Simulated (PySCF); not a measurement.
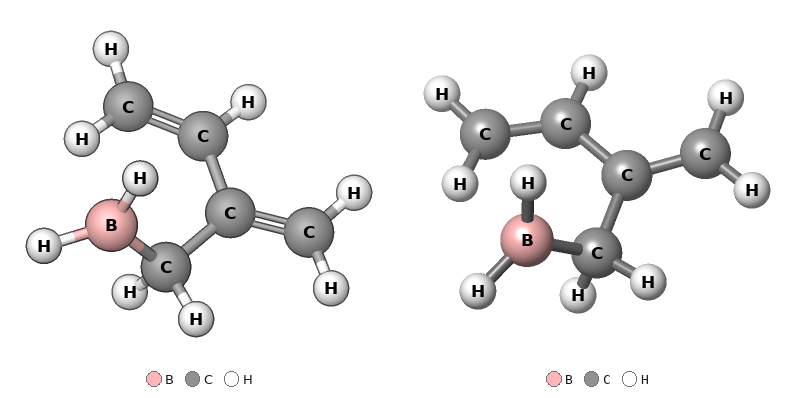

Both panels show the same species.

Computed geometry: GFN2-xTB optimisation. No frequency run is at hand to confirm it as a minimum.

Question: Count the atoms of each element.

Answer: C₅H₉B, 15 atoms: 5 carbon, 9 hydrogen and 1 boron.

Question: Name functional groups in it.

Answer: Among them: alkene, B–H bond.

Question: Describe its rings.

Answer: It has no ring.

The parts below concern this one geometry. Atoms keep their numbers from picture to picture.

### Shape

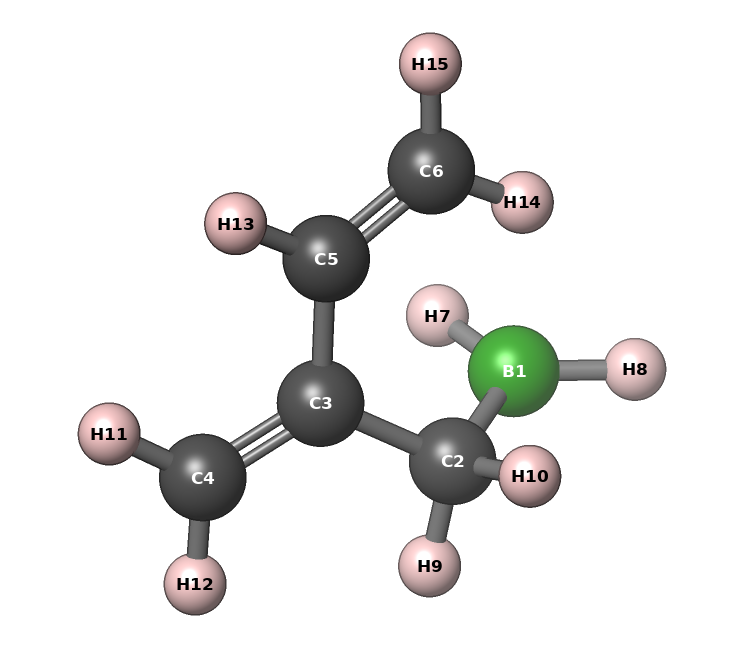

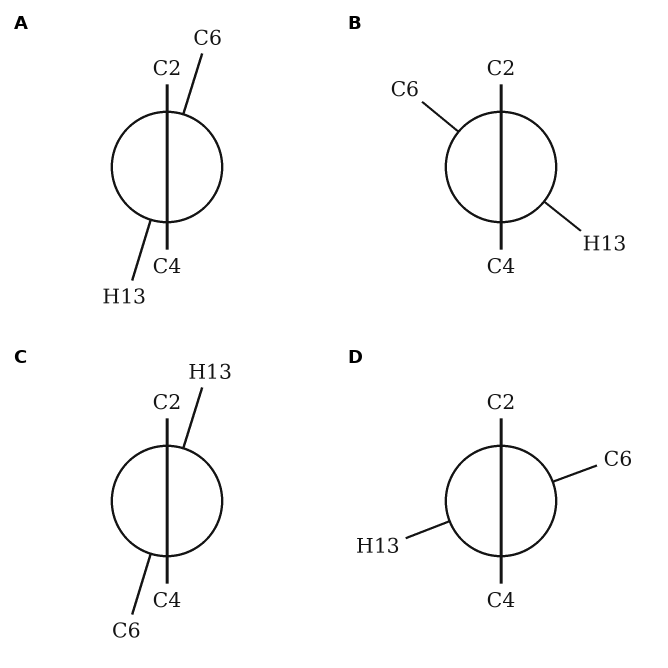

Depth is shown by fading: the farther an atom, the more it takes the colour of the background. Bonds that would overlap in a projection are set slightly apart. No frequency run is at hand to confirm it as a minimum.

Question: Which Newman projection shows the view along C3–C5, with C3 in front?

Answer: A. The torsion angle C2–C3–C5–C6 is 10°, synperiplanar (eclipsed).

### Quadrupole coupling

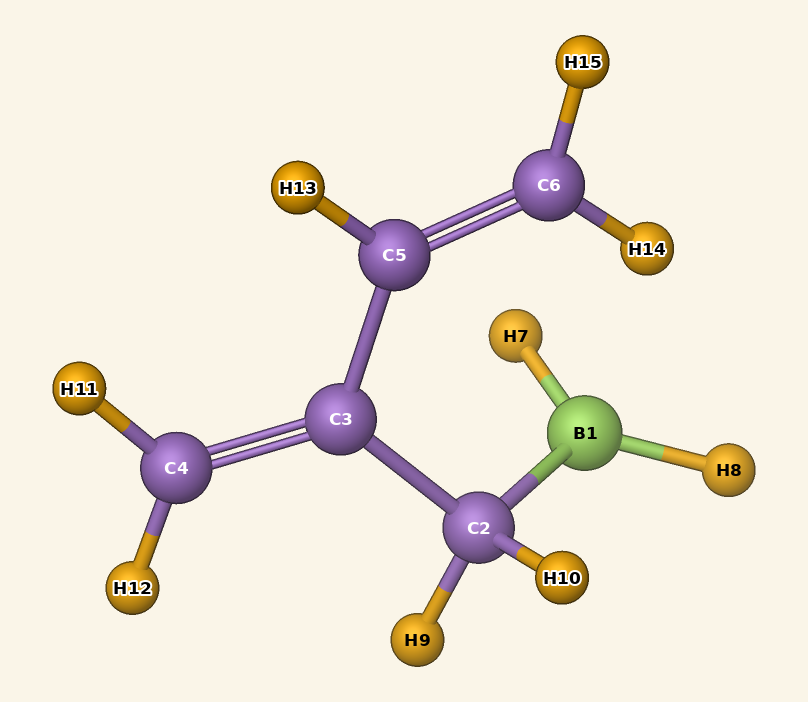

No frequency run is at hand to confirm it as a minimum. Electric field gradients from the ground-state density, PBE0/pcSseg-1 (PySCF 2.14.0), non-relativistic apart from any core potentials.

Give the largest field-gradient component, the quadrupole coupling constant and the asymmetry for 11B at B1 (Q = 40.59 mb), 2H at H7 (Q = 2.86 mb), 2H at H8 (Q = 2.86 mb), 2H at H9 (Q = 2.86 mb), 2H at H10 (Q = 2.86 mb).

| atom | V_zz (a.u.) | e²qQ/h (MHz) | η |
| --- | --- | --- | --- |
| B1 | 0.646 | 6.17 | 0.03 |
| H7 | 0.241 | 0.162 | 0.13 |
| H8 | 0.240 | 0.161 | 0.14 |
| H9 | 0.308 | 0.207 | 0.04 |
| H10 | 0.306 | 0.206 | 0.04 |

### NMR shielding

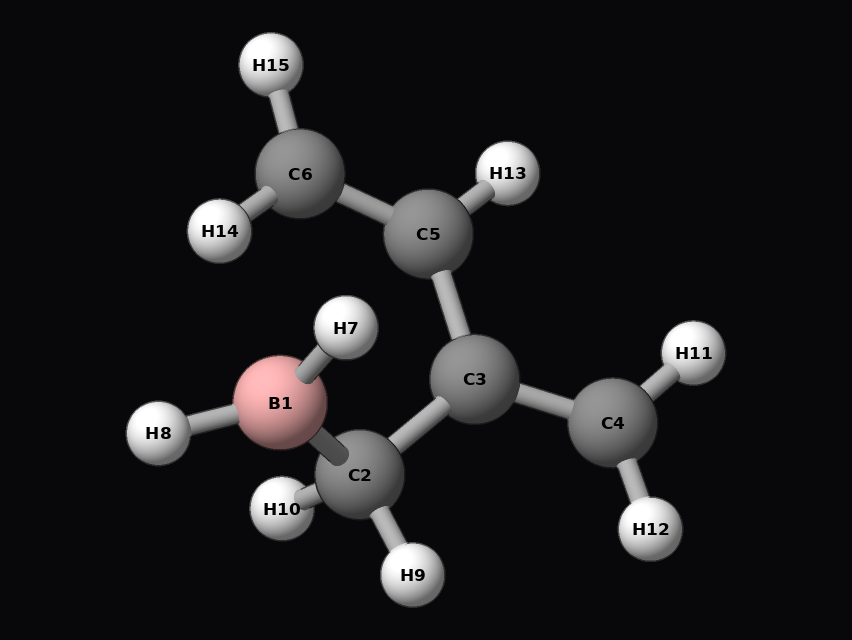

No frequency run is at hand to confirm it as a minimum. Method: GIAO PBE0/pcSseg-1 NMR shielding, non-relativistic, gas phase (PySCF 2.14.0). Principal shieldings σ11 ≤ σ22 ≤ σ33, span Ω = σ33 − σ11, skew κ = 3(σiso − σ22)/Ω.

Give the shielding tensors of the B atoms.

```json
{"atom": "B1", "σ11": "−59.2", "σ22": "−23.6", "σ33": "131.0", "σiso": "16.0", "Ω": "190.2", "κ": "0.63"}
```

Shieldings and span in ppm.

### Electronic properties

No frequency run is at hand to confirm it as a minimum. Method: PBE0/def2-SVPD, gas phase (PySCF 2.14.0). Excitations: vertical, linear response.

What does the calculation give?

- dipole moment: 0.58 D
- HOMO energy (Kohn–Sham orbital): −6.84 eV
- LUMO energy (Kohn–Sham orbital): −1.26 eV
- HOMO–LUMO gap: 5.57 eV
- mean static polarisability: 77.6 bohr³
- lowest vertical singlet excitation: 4.39 eV
- its oscillator strength: 0.002
- brightest of the 6 lowest singlets: 5.70 eV
- its oscillator strength: 0.47

The geometry is semi-empirical. Around B such bond lengths and angles can be off by a tenth of an ångström or more and by several degrees, and values that hang on the shape move with them.
